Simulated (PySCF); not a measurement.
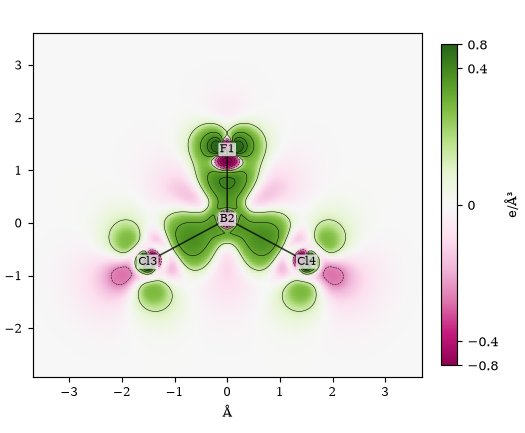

BCl2F, SMILES `FB(Cl)Cl`. Deformation density (molecule less spherical, spin-averaged free atoms) in the molecular plane; colour scale in e/Å³, logarithmic beyond ±0.1; green: gain, pink: loss.

PySCF calculation, PBE0/def2-TZVP, gas phase; geometry: GFN2-xTB. No frequency check shows the geometry to be a minimum. GFN2-xTB bond lengths at metals and heavier atoms can be off by up to 0.1 Å and shapes distorted, which carries into these values.

The calculation's input:

```python
import numpy as np
from pyscf import gto, scf, dft
from pyscf.scf import atom_ks, atom_hf
from scipy.linalg import block_diag

def solve(mol, dm0=None, hcore=None):
    mf = (dft.UKS if mol.spin else dft.RKS)(mol, xc='pbe0')
    mf.grids.level = 3
    mf = mf.density_fit(auxbasis='def2-universal-jkfit')
    mf.conv_tol, mf.max_cycle = 1e-8, 80
    if hcore is not None:
        mf.get_hcore = lambda *args: hcore
    mf.kernel(dm0)
    if not mf.converged:
        mf = mf.newton().run(mf.mo_coeff, mf.mo_occ, max_cycle=30)
    assert mf.converged, 'SCF not converged'
    return mf

mol = gto.M(atom='''
F     -0.00048     1.64802     0.00000
B      0.00000     0.32484     0.00000
Cl    -1.50827    -0.48419     0.00000
Cl     1.50852    -0.48383     0.00000
''', basis='def2-tzvp', charge=0, spin=0, verbose=4)
mf = solve(mol)
mf.analyze()
# spherically averaged free atoms, for the promolecule
atm = atom_ks.get_atm_nrks(mol, xc='pbe0')
pro = block_diag(*[(atm[a[0]][2] * atm[a[0]][3]) @ atm[a[0]][2].T for a in mol._atom])
np.savez('result.npz', e=mf.e_tot, c=mf.mo_coeff, occ=mf.mo_occ, eps=mf.mo_energy, pro=pro, dip=mf.dip_moment(verbose=0), s2=mf.spin_square()[0])
```

Command:

```sh
OMP_NUM_THREADS=1 python input.py
```

The run took 12 s on 1 thread of Intel(R) Xeon(R) Platinum 8259CL CPU @ 2.50GHz (Skylake/Cascade Lake), on a shared host, peak memory 0.51 GiB.

Partitions, critical points and surface values were worked out afterwards from this run's density.

How much density has each bond in this plane gained at its critical point, relative to the free atoms?

Answer. F1–B2: +0.31 e/Å³ at the bond critical point (bond length 1.32 Å, Mayer order 1.2). B2–Cl3 and B2–Cl4: +0.28 e/Å³ at the bond critical point (bond length 1.71 Å, Mayer order 1.3). In all, 0.8 electrons gather in the regions of gain relative to the promolecule.

Where do the Hirshfeld charges lie?

Answer. The highest Hirshfeld charge is on B2 (+0.22 e), the lowest on F1 (−0.14 e).
